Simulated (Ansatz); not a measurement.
## Si4H11ClF2: geometry relaxation (part 2 of 2)

The same run, continued: Si4H11ClF2; RKS PBE0-D4/def2-TZVP (Ansatz 0.2.0). The geometry is a transition state displaced along its imaginary mode. The reaction was set up to form Si1–Cl7, H6–F9 and Si2–H8 and to break Si1–Si2, H6–Cl7 and H8–F9 (atoms counted from 1 in the order of the input); sticks are drawn by distance alone.

Geometry of the input (Å):
```
Si 0.0168  0.1558  -0.7078
Si -0.1811  0.3393  1.9713
Si 1.6125  -1.3176  -1.5523
Si -2.0099  -1.1314  -0.3966
F  -0.6012  1.3596  -1.5447
H  1.0622  3.0578  0.2088
Cl 0.4405  3.9211  0.9752
H  0.6327  0.7214  0.7529
F  1.5860  1.3883  -0.4116
H  -1.4746  1.0533  2.0080
H  -0.3887  -1.1485  2.0607
H  0.7987  0.8176  2.9593
H  0.9356  -2.4890  -2.1880
H  2.4215  -1.8052  -0.4093
H  2.4325  -0.5917  -2.5399
H  -2.6040  -1.2357  -1.7657
H  -1.6414  -2.5108  0.0489
H  -3.0379  -0.5844  0.5309
```

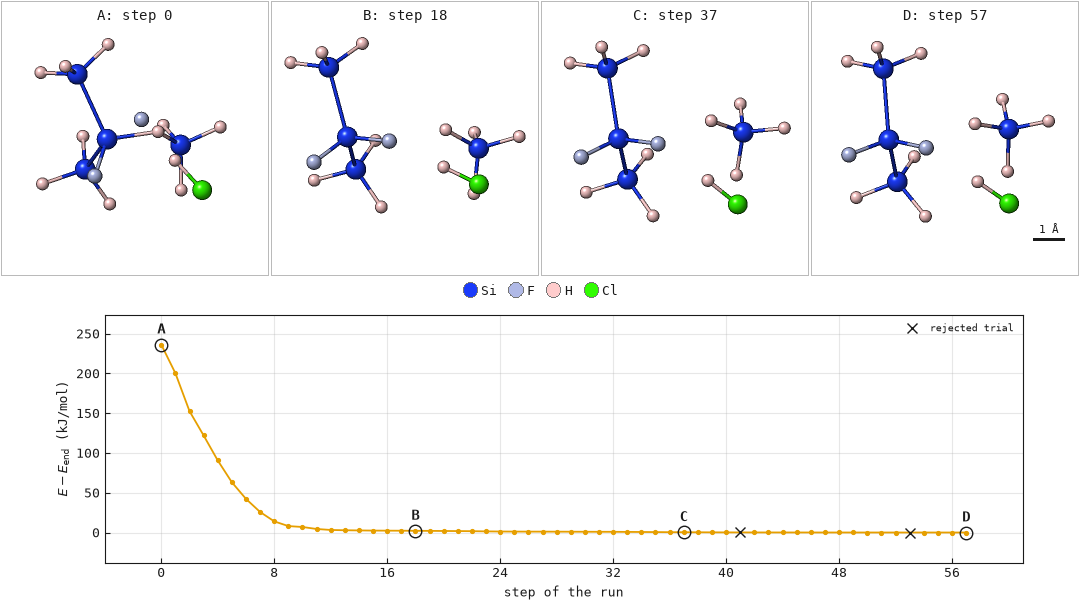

**Figure 1.** Frames of the relaxation (ball-and-stick view, seen at a tilt) above the curves, on which the letters mark them (the first geometry is step 0 here and step 1 in the log).

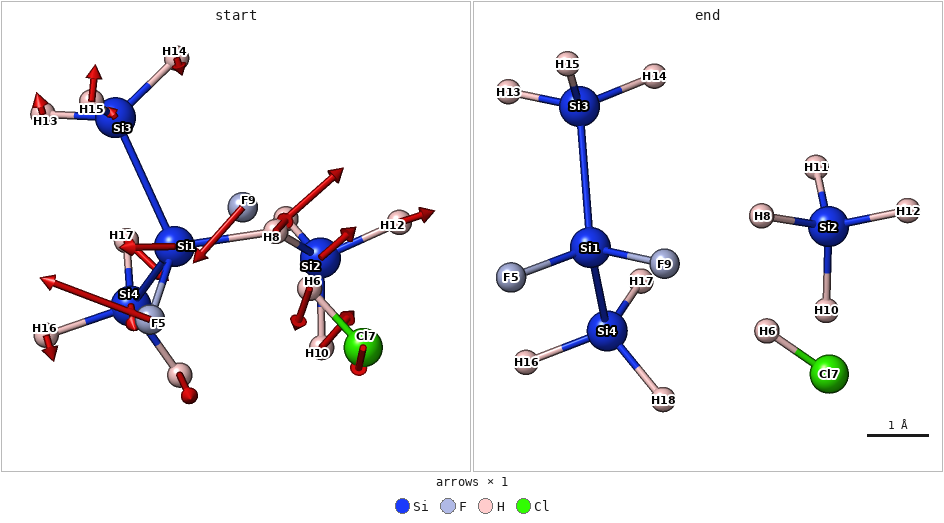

**Figure 2.** Before (left) and after (right) the relaxation, at one scale (ball-and-stick view, seen at a tilt). The red arrows give the displacements, at true length. F5 moves most after the best rigid fit: 1.98 Å. By element the largest moves are F 1.98 Å, H 1.63 Å, Si 1.06 Å, Cl 1.06 Å. Among the contacts that change: Si1–H8 1.683 → 3.089 Å, Si1–F9 2.017 → 1.615 Å, Si1–Si4 2.421 → 2.357 Å, Si2–H8 1.514 → 1.486 Å. Bonds break: Si1–H8 (1.68 → 3.09 Å). Among the angles that change: Si3–Si1–F5 123.6° → 108.3°, H8–Si2–H12 95.8° → 109.3°, Si3–Si1–Si4 106.5° → 117.6°. After 57 geometry steps the energy has fallen by 236.3 kJ/mol. Largest force component: 1.1 eV/Å at the start, 0.0024 eV/Å at the end. The line search rejected the trial steps at points 41, 53 (counted from 0) and went back. (Atoms are counted from 1 in the order of the input.)

```
mean field -49630.07110585 eV, -1823.8714726696 hartree, gradient 1.7e-5 eV, S^2 0.000000; 1 other end points of the search recorded, 0 dependent functions left out
the calculation of the forces begins
reference -49630.07115493 eV, -1823.8714744733 hartree; 51, 51 occupied and 262, 262 virtual orbitals, 2136 factors
Total energy: -49630.50301971 eV, -1823.8873452111 hartree
Atom 0 at     0.100066     0.173756    -1.768031 Å, force    -0.000596     0.002290     0.002259 eV/Å
Atom 1 at     0.114911     0.004079     2.705964 Å, force    -0.000167    -0.000905     0.001311 eV/Å
Atom 2 at     1.794492    -1.450023    -1.645901 Å, force     0.000150    -0.000479    -0.001159 eV/Å
Atom 3 at    -1.959306    -0.319138    -0.733145 Å, force     0.001974     0.000583     0.000079 eV/Å
Atom 4 at    -0.178848     0.493106    -3.310892 Å, force     0.001659     0.001137    -0.000014 eV/Å
Atom 5 at     0.122910     2.846543     0.275710 Å, force    -0.001119     0.001437     0.002082 eV/Å
Atom 6 at    -0.405119     3.428399     1.292555 Å, force     0.001415    -0.001665    -0.002140 eV/Å
Atom 7 at     0.533654     0.174011     1.290098 Å, force     0.000108     0.000412    -0.001235 eV/Å
Atom 8 at     0.677838     1.555903    -1.164971 Å, force    -0.001271    -0.002170    -0.002424 eV/Å
Atom 9 at    -1.314975     0.370149     2.843988 Å, force    -0.000625     0.000084    -0.000110 eV/Å
Atom 10 at     0.299829    -1.423202     3.076286 Å, force     0.000076     0.000037     0.000070 eV/Å
Atom 11 at     0.958381     0.861109     3.572881 Å, force     0.000247     0.000698     0.000081 eV/Å
Atom 12 at     1.281526    -2.698815    -2.269136 Å, force     0.000262    -0.000410     0.000200 eV/Å
Atom 13 at     2.126821    -1.715045    -0.222757 Å, force    -0.000094     0.000423     0.000179 eV/Å
Atom 14 at     3.004983    -0.986771    -2.372511 Å, force    -0.000094    -0.000168    -0.000091 eV/Å
Atom 15 at    -2.884253    -0.859253    -1.763934 Å, force    -0.000098     0.000233     0.000548 eV/Å
Atom 16 at    -1.738567    -1.356884     0.308223 Å, force    -0.001553    -0.000315     0.000247 eV/Å
Atom 17 at    -2.534147     0.902179    -0.114528 Å, force    -0.000273    -0.001223     0.000115 eV/Å
Dipole moment:     0.040649    -0.460839    -0.032611 e Å
```

Trajectory as extended XYZ (Å, eV, eV/Å), 6 of the 58 frames kept, from step=1 to step=58:
```
18
Properties=species:S:1:pos:R:3:forces:R:3 step=1 energy=-49628.05385
Si    0.0168    0.1558   -0.7078    1.1260   0.9823  -0.3970
Si   -0.1811    0.3393    1.9713   -0.7183  -0.5810   0.9016
Si    1.6125   -1.3176   -1.5523   -0.1214  -0.1580  -0.0923
Si   -2.0099   -1.1314   -0.3966    0.1521   0.0179   0.0781
F    -0.6012    1.3596   -1.5447   -0.2895   0.0148  -0.2449
H     1.0622    3.0578    0.2088   -0.0973   0.0514   0.1309
Cl    0.4405    3.9211    0.9752    0.1498  -0.2539  -0.1782
H     0.6327    0.7214    0.7529    0.0050  -0.1306   0.1496
F     1.5860    1.3883   -0.4116   -0.9218  -0.7330  -0.5438
H    -1.4746    1.0533    2.0080    0.0984   0.0413  -0.0125
H    -0.3887   -1.1485    2.0607    0.1457   0.3857  -0.0468
H     0.7987    0.8176    2.9593    0.0837   0.0544   0.2133
H     0.9356   -2.4890   -2.1880    0.0597   0.0853   0.0429
H     2.4215   -1.8052   -0.4093    0.0503   0.0067   0.0368
H     2.4325   -0.5917   -2.5399    0.1186   0.0113  -0.0804
H    -2.6040   -1.2357   -1.7657    0.1170   0.0680   0.0882
H    -1.6414   -2.5108    0.0489   -0.0003   0.1330  -0.0235
H    -3.0379   -0.5844    0.5309    0.0422   0.0045  -0.0218
18
Properties=species:S:1:pos:R:3:forces:R:3 step=12 energy=-49630.45697
Si    0.1075    0.1008   -1.7157   -0.1119   0.1799  -0.0469
Si   -0.3397    0.3363    2.9613    0.1045  -0.0626   0.0474
Si    1.8460   -1.4112   -2.1821    0.0137  -0.0416   0.0118
Si   -1.7638   -0.8342   -0.6262   -0.0429  -0.0576   0.1192
F    -0.3769    0.7935   -3.0769    0.0364  -0.0701   0.0654
H     0.5613    2.9599    0.3548   -0.0173   0.2254   0.2453
Cl    0.4696    3.8638    1.2778    0.0216  -0.2540  -0.2413
H     0.3508    0.1057    1.6565   -0.0815   0.0191   0.1148
F     0.6821    1.3231   -0.8287    0.0124  -0.1050  -0.0688
H    -1.4149    1.3443    2.7895    0.0208  -0.0260  -0.0064
H    -0.9341   -0.9543    3.4224    0.0607   0.1188  -0.0501
H     0.6616    0.8107    3.9598   -0.1074  -0.0432  -0.0930
H     1.2332   -2.6154   -2.8087    0.0076   0.0359   0.0127
H     2.4792   -1.8071   -0.8958   -0.0049   0.0079  -0.0197
H     2.8637   -0.8368   -3.1006   -0.0247   0.0231   0.0257
H    -2.7033   -1.3897   -1.6459    0.0922   0.0662   0.0760
H    -1.2552   -1.9552    0.2215   -0.0762   0.0964  -0.0577
H    -2.4670    0.1659    0.2368    0.0970  -0.1126  -0.1344
18
Properties=species:S:1:pos:R:3:forces:R:3 step=24 energy=-49630.48825
Si    0.1021    0.1023   -1.7714    0.0149   0.0454  -0.0558
Si   -0.2098    0.2905    3.0180   -0.0155   0.0397   0.0158
Si    1.8114   -1.4577   -2.1785   -0.0122  -0.0140   0.0030
Si   -1.8297   -0.6579   -0.6661   -0.0274  -0.0134   0.0370
F    -0.3449    0.7533   -3.1644    0.0089  -0.0280   0.0482
H     0.5407    2.8034    0.3969   -0.0027  -0.0102  -0.0121
Cl    0.2376    3.6040    1.3538   -0.0040   0.0096   0.0125
H     0.5909    0.1670    1.7711   -0.0072  -0.0039   0.0172
F     0.7511    1.3209   -0.9356   -0.0100  -0.0048   0.0025
H    -1.5331    0.8871    2.6977    0.0496  -0.0238   0.0086
H    -0.4142   -1.0672    3.5904    0.0100   0.0123  -0.0132
H     0.5179    1.1393    3.9960   -0.0306  -0.0303  -0.0330
H     1.2373   -2.5859   -2.9581    0.0082  -0.0055  -0.0008
H     2.3159   -1.9684   -0.8769   -0.0042   0.0038  -0.0037
H     2.9198   -0.8277   -2.9418   -0.0105   0.0013   0.0062
H    -2.6176   -1.4740   -1.6291    0.0162   0.0173   0.0097
H    -1.4324   -1.5185    0.4815   -0.0060   0.0276  -0.0269
H    -2.6428    0.4897   -0.1837    0.0227  -0.0229  -0.0153
18
Properties=species:S:1:pos:R:3:forces:R:3 step=35 energy=-49630.49612
Si    0.1196    0.1569   -1.7786    0.0072   0.0047  -0.0656
Si   -0.0093    0.1448    2.9012   -0.0314   0.0126  -0.0303
Si    1.7778   -1.4971   -1.9555    0.0000   0.0034   0.0251
Si   -1.8821   -0.4531   -0.7050   -0.0047  -0.0081   0.0398
F    -0.2400    0.6846   -3.2464    0.0036   0.0020   0.0300
H     0.2876    2.8207    0.3576   -0.0053   0.0017  -0.0098
Cl   -0.2501    3.5248    1.2878    0.0041  -0.0069  -0.0003
H     0.7203    0.2141    1.6037   -0.0335  -0.0062   0.0605
F     0.7686    1.4299   -1.0282   -0.0122  -0.0032   0.0051
H    -1.4174    0.5817    2.7005    0.0852  -0.0292   0.0187
H     0.0060   -1.2657    3.3771   -0.0009   0.0406  -0.0170
H     0.6645    1.0146    3.8986   -0.0182  -0.0224  -0.0324
H     1.2053   -2.6632   -2.6788    0.0028   0.0027   0.0028
H     2.1692   -1.9148   -0.5836    0.0091  -0.0069  -0.0090
H     2.9615   -0.9777   -2.6885   -0.0069  -0.0027   0.0049
H    -2.7129   -1.2142   -1.6763    0.0138   0.0133   0.0071
H    -1.5561   -1.3370    0.4469   -0.0138   0.0164  -0.0254
H    -2.6124    0.7510   -0.2326    0.0010  -0.0117  -0.0042
18
Properties=species:S:1:pos:R:3:forces:R:3 step=47 energy=-49630.50265
Si    0.1100    0.1818   -1.7708   -0.0032   0.0131  -0.0121
Si    0.1336    0.0159    2.7478   -0.0013  -0.0060  -0.0027
Si    1.7794   -1.4689   -1.6780    0.0035  -0.0028   0.0029
Si   -1.9596   -0.3105   -0.7582    0.0039   0.0013  -0.0019
F    -0.1574    0.5425   -3.3069    0.0017  -0.0025   0.0097
H     0.1106    2.8320    0.2931   -0.0059   0.0056   0.0089
Cl   -0.4592    3.4049    1.2927    0.0065  -0.0074  -0.0107
H     0.5666    0.1411    1.3315    0.0004   0.0032  -0.0011
F     0.7037    1.5409   -1.1321    0.0006  -0.0042  -0.0006
H    -1.3110    0.3326    2.8506   -0.0017   0.0010   0.0004
H     0.3655   -1.3866    3.1816   -0.0014   0.0030  -0.0005
H     0.9301    0.9401    3.5894    0.0030   0.0003   0.0026
H     1.2441   -2.7019   -2.3140    0.0004   0.0000  -0.0006
H     2.1107   -1.7558   -0.2588    0.0003  -0.0001   0.0005
H     2.9954   -1.0171   -2.4026   -0.0006   0.0007  -0.0003
H    -2.8600   -0.8755   -1.7973   -0.0030  -0.0013   0.0008
H    -1.7455   -1.3302    0.3016   -0.0031  -0.0032   0.0037
H    -2.5568    0.9147   -0.1695   -0.0001  -0.0009   0.0010
18
Properties=species:S:1:pos:R:3:forces:R:3 step=58 energy=-49630.50297
Si    0.1001    0.1738   -1.7680   -0.0006   0.0023   0.0023
Si    0.1149    0.0041    2.7060   -0.0002  -0.0009   0.0013
Si    1.7945   -1.4500   -1.6459    0.0001  -0.0005  -0.0012
Si   -1.9593   -0.3191   -0.7331    0.0020   0.0006   0.0001
F    -0.1788    0.4931   -3.3109    0.0017   0.0011   0.0000
H     0.1229    2.8465    0.2757   -0.0011   0.0014   0.0021
Cl   -0.4051    3.4284    1.2926    0.0014  -0.0017  -0.0021
H     0.5337    0.1740    1.2901    0.0001   0.0004  -0.0012
F     0.6778    1.5559   -1.1650   -0.0013  -0.0022  -0.0024
H    -1.3150    0.3701    2.8440   -0.0006   0.0001  -0.0001
H     0.2998   -1.4232    3.0763    0.0001   0.0000   0.0001
H     0.9584    0.8611    3.5729    0.0002   0.0007   0.0001
H     1.2815   -2.6988   -2.2691    0.0003  -0.0004   0.0002
H     2.1268   -1.7150   -0.2228   -0.0001   0.0004   0.0002
H     3.0050   -0.9868   -2.3725   -0.0001  -0.0002  -0.0001
H    -2.8843   -0.8593   -1.7639   -0.0001   0.0002   0.0005
H    -1.7386   -1.3569    0.3082   -0.0016  -0.0003   0.0002
H    -2.5341    0.9022   -0.1145   -0.0003  -0.0012   0.0001
```

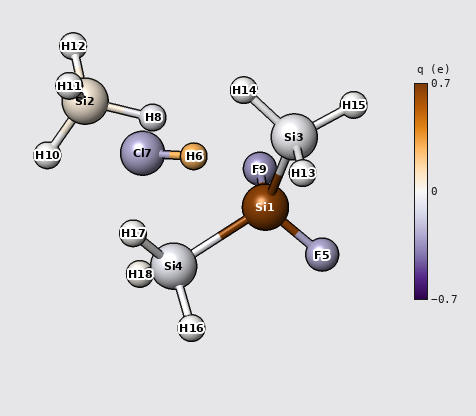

**Figure 3.** Mulliken charges, as the colour of each atom (ball-and-stick view, seen at a tilt; atoms are numbered from 1 in the order of the input; Mulliken charges depend strongly on the basis). By element: Si −0.06 to +0.66, F −0.33 to −0.28, H −0.05 to +0.29 and Cl −0.28 e.
